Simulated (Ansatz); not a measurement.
# The cluster Si20AsH28−: single points with varied inputs, part 2 of 2

Ansatz 0.2.0, Gaussian basis; the settings change from run to run. Earlier steps stand in the parts before.

## 5. LC-wPBE/6-31G

Set apart from the defaults: unrestricted orbitals, atoms shaken by 0.15 Å, relativity set to scalar.

Input file in.yaml:

```yaml
crystal:
  periodic: [false, false, false]
  atoms:
    - {symbol: As, position_ang: [-3.878952, -1.738384, -0.960367]}
    - {symbol: Si, position_ang: [-2.831616, 2.321043, -0.438067]}
    - {symbol: Si, position_ang: [-1.631080, -0.408163, -3.909585]}
    - {symbol: Si, position_ang: [-0.859469, -3.725628, -1.803310]}
    - {symbol: Si, position_ang: [-0.976635, -0.871660, 0.470523]}
    - {symbol: Si, position_ang: [1.598129, -3.515821, 0.665702]}
    - {symbol: Si, position_ang: [1.558877, -0.756254, -1.960497]}
    - {symbol: Si, position_ang: [1.778928, -0.951976, 3.177949]}
    - {symbol: Si, position_ang: [-0.651252, 2.425954, -1.590501]}
    - {symbol: Si, position_ang: [-0.870213, 4.612547, 1.303634]}
    - {symbol: Si, position_ang: [1.804124, 1.705681, 1.032545]}
    - {symbol: Si, position_ang: [-1.253225, 1.496258, 3.486997]}
    - {symbol: Si, position_ang: [4.509494, -1.045168, 0.776753]}
    - {symbol: Si, position_ang: [-2.627441, -2.643407, -2.668419]}
    - {symbol: Si, position_ang: [-2.329229, 3.192683, 1.659948]}
    - {symbol: Si, position_ang: [0.190154, 0.806636, -2.782837]}
    - {symbol: Si, position_ang: [0.244543, -2.370818, -0.399050]}
    - {symbol: Si, position_ang: [0.451674, 0.307892, 2.082770]}
    - {symbol: Si, position_ang: [2.957815, -2.073067, 2.325299]}
    - {symbol: Si, position_ang: [3.240637, 0.388895, -0.420329]}
    - {symbol: Si, position_ang: [0.946500, 3.454364, -0.102442]}
    - {symbol: H, position_ang: [-4.956000, -2.734031, -1.453777]}
    - {symbol: H, position_ang: [-3.747457, -2.913240, 0.004707]}
    - {symbol: H, position_ang: [-3.609452, 1.032893, -0.468056]}
    - {symbol: H, position_ang: [-3.761330, 3.694716, -0.942241]}
    - {symbol: H, position_ang: [-2.721779, 0.343000, -4.601431]}
    - {symbol: H, position_ang: [-1.174192, -0.991814, -5.105675]}
    - {symbol: H, position_ang: [-1.064835, -5.016832, -0.920168]}
    - {symbol: H, position_ang: [0.297836, -4.108985, -3.081255]}
    - {symbol: H, position_ang: [-2.079751, -1.481897, 1.672943]}
    - {symbol: H, position_ang: [0.814913, -4.677574, 1.711796]}
    - {symbol: H, position_ang: [2.978520, -4.593734, 0.059355]}
    - {symbol: H, position_ang: [2.521650, -1.713460, -2.718096]}
    - {symbol: H, position_ang: [0.699422, -1.972429, 4.319418]}
    - {symbol: H, position_ang: [2.433510, -0.165528, 4.516849]}
    - {symbol: H, position_ang: [-0.866633, 3.611160, -2.657716]}
    - {symbol: H, position_ang: [-0.735924, 6.062550, 0.789105]}
    - {symbol: H, position_ang: [-0.167131, 5.261392, 2.430713]}
    - {symbol: H, position_ang: [2.670294, 2.570458, 1.978809]}
    - {symbol: H, position_ang: [-2.345417, 1.176289, 3.878195]}
    - {symbol: H, position_ang: [-0.646167, 2.399941, 4.365788]}
    - {symbol: H, position_ang: [5.066083, -1.991889, -0.122829]}
    - {symbol: H, position_ang: [5.246788, -0.035817, 1.677218]}
    - {symbol: H, position_ang: [-3.412134, -3.243347, -3.820066]}
    - {symbol: H, position_ang: [-3.280423, 3.817663, 2.475317]}
    - {symbol: H, position_ang: [0.862562, 1.142198, -3.872963]}
    - {symbol: H, position_ang: [3.789940, -3.101940, 3.193449]}
    - {symbol: H, position_ang: [3.984545, 1.160874, -1.203372]}
    - {symbol: H, position_ang: [1.919761, 4.374208, -0.776238]}
basis:
  gaussian: {orbitals: 6-31G}
total_charge: -1
magnetization: {spin_polarized: true, initial_magnetization: 0}
hamiltonian: {xc: {name: LC-wPBE}, pseudopotentials: {relativity: scalar}}
scf: {omitted_lower_state_checks: [starts]}
output: {forces: true}
```

Started as:

```console
> ansatz run in.yaml --threads 2 --pin off --events-out ev --progress --plain --max-ram 20480MiB --backend cuda --devices 0, --max-vram 18GiB
```

The program printed, shortened:

```text
Functional definition: LC-wPBE
  name "LC-wPBE"
  cite "Vydrov & Scuseria, J. Chem. Phys. 125, 234109 (2006) doi:10.1063/1.2409292"
  cite "Heyd & Scuseria, J. Chem. Phys. 120, 7274 (2004) doi:10.1063/1.1668634"
  cite "Ernzerhof & Perdew, J. Chem. Phys. 109, 3313 (1998) doi:10.1063/1.476928"
  cite "Perdew, Burke & Ernzerhof, Phys. Rev. Lett. 77, 3865 (1996) doi:10.1103/PhysRevLett.77.3865"
  parent pbe
[...]
5190 factors; their error is unknown
1950 factors; integrals over basis functions are off by at most 1.2e-5 eV
[...]
mean field -219580.93912855 eV, -8069.4506756681 hartree, gradient 7.1e-5 eV, S^2 0.000000; 0 other end points of the search recorded, 0 dependent functions left out
[...]
reference -219580.93912857 eV, -8069.4506756687 hartree; 171, 171 occupied and 174, 174 virtual orbitals, 5190 factors
Total energy: -219580.93912857 eV, -8069.4506756687 hartree
[...]
Atom 40 at    -0.646167     2.399941     4.365788 Å, force     0.983238     1.366078     1.547074 eV/Å
Atom 41 at     5.066083    -1.991889    -0.122829 Å, force     1.218232    -1.010520    -0.636655 eV/Å
Atom 42 at     5.246788    -0.035817     1.677218 Å, force     0.476854    -0.754192    -0.577409 eV/Å
Atom 43 at    -3.412134    -3.243347    -3.820066 Å, force     0.054793    -0.085504     0.444342 eV/Å
Atom 44 at    -3.280423     3.817663     2.475317 Å, force    -2.018320     0.807990     0.985915 eV/Å
Atom 45 at     0.862562     1.142198    -3.872963 Å, force     2.322619     1.886163    -3.786474 eV/Å
Atom 46 at     3.789940    -3.101940     3.193449 Å, force    -0.707857     0.849213    -0.597954 eV/Å
Atom 47 at     3.984545     1.160874    -1.203372 Å, force     2.549842     2.783313    -2.576850 eV/Å
Atom 48 at     1.919761     4.374208    -0.776238 Å, force    -0.016656    -0.079585    -0.001356 eV/Å
Dipole moment:     0.029838     0.204601    -0.339501 e Å
Checks for a lower state left out: starts
```

Run time: 18 s. Hardware: 1 × H100 (card shared with other runs) with 2 threads of AMD EPYC 7R13, shared host; peak host memory 2.4 GiB.

Largest force 16.535 eV/Å, ⟨S²⟩ 0.000.

## 6. The runs in one table

| level | charge | multiplicity | geometry | functions | energy (eV) | time |
| --- | --- | --- | --- | --- | --- | --- |
| B3LYP/cc-pVDZ | -1 | 1 | relaxed | 527 | -218872.154 | 8 s |
| PBE/def2-mTZVP | -1 | 1 | shaken | 560 | -218766.700 | 5.5 s |
| r2SCAN0/6-31G | -1 | 1 | relaxed, point charge | 345 | -218811.403 | 7.5 s |
| LC-wPBE/6-31G | -1 | 1 | shaken | 345 | -219580.939 | 18 s |

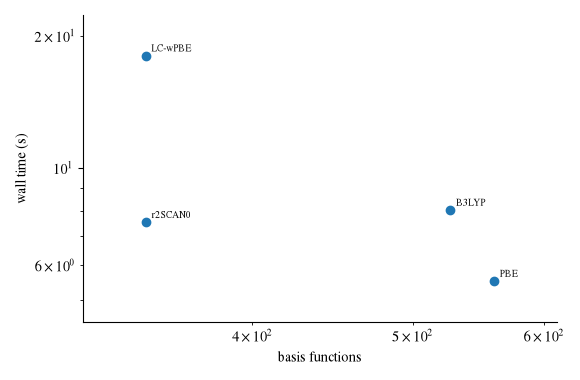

Wall time against the number of basis functions (shared host).

## 7. Summary of results

What follows sums up all 2 parts.

| quantity | value |
| --- | --- |
| runs | 4 |
| quickest | PBE/def2-mTZVP, 5.5 s |
| slowest | LC-wPBE/6-31G, 18 s |

**Reading.** The runs differ in state or geometry as well as level, so their energies can't be set against each other. LC-wPBE/6-31G took 3 times as long as PBE/def2-mTZVP. The jobs differ in tasks and options as well as level. At the PBE-D4/def2-SVP geometry and in the same state, runs without warnings or point charges leave forces up to 0.32 eV/Å (B3LYP/cc-pVDZ), against 16.5 eV/Å where the atoms were moved.
